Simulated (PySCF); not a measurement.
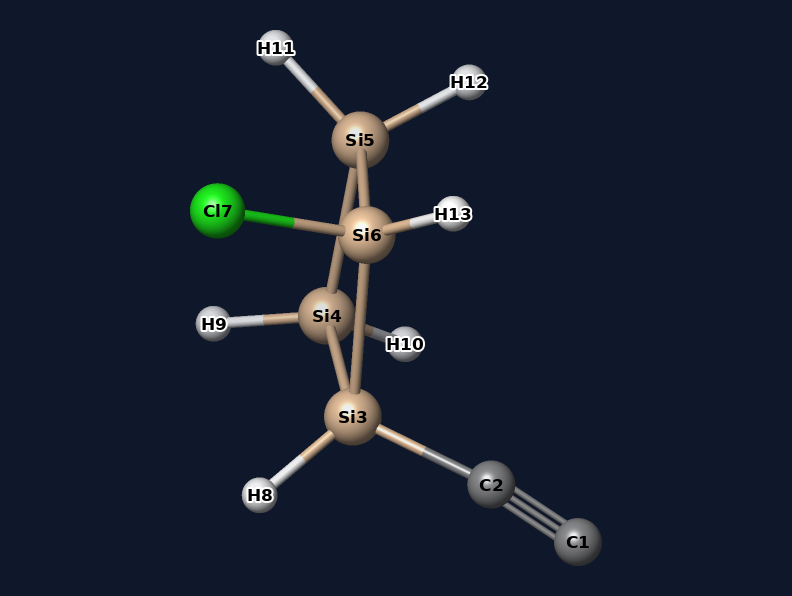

State: neutral, doublet. The computed structure is the end point of a GFN2-xTB optimisation. No frequency run is at hand to confirm it as a minimum. Level of theory: UKS B3LYP, pcH-1 on C Cl H Si, non-relativistic (PySCF 2.14.0).

Give the isotropic hyperfine couplings (Fermi-contact term alone) of C1, C2, Si3, Si4, Si5, Si6, Cl7, H8, H9, H10, H11, H12, H13.

```json
{"atom": "C1", "isotope": "13C", "a_iso (MHz)": "487.9"}
{"atom": "C2", "isotope": "13C", "a_iso (MHz)": "29.9"}
{"atom": "Si3", "isotope": "29Si", "a_iso (MHz)": "14.4"}
{"atom": "Si4", "isotope": "29Si", "a_iso (MHz)": "−1.8"}
{"atom": "Si5", "isotope": "29Si", "a_iso (MHz)": "−9.2"}
{"atom": "Si6", "isotope": "29Si", "a_iso (MHz)": "−30.7"}
{"atom": "Cl7", "isotope": "35Cl", "a_iso (MHz)": "1.8"}
{"atom": "H8", "isotope": "1H", "a_iso (MHz)": "−7.3"}
{"atom": "H9", "isotope": "1H", "a_iso (MHz)": "−1.4"}
{"atom": "H10", "isotope": "1H", "a_iso (MHz)": "2.7"}
{"atom": "H11", "isotope": "1H", "a_iso (MHz)": "1.4"}
{"atom": "H12", "isotope": "1H", "a_iso (MHz)": "4.0"}
{"atom": "H13", "isotope": "1H", "a_iso (MHz)": "−2.6"}
```

The geometry is semi-empirical. Around Si such bond lengths and angles can be off by a tenth of an ångström or more and by several degrees, and values that hang on the shape move with them.
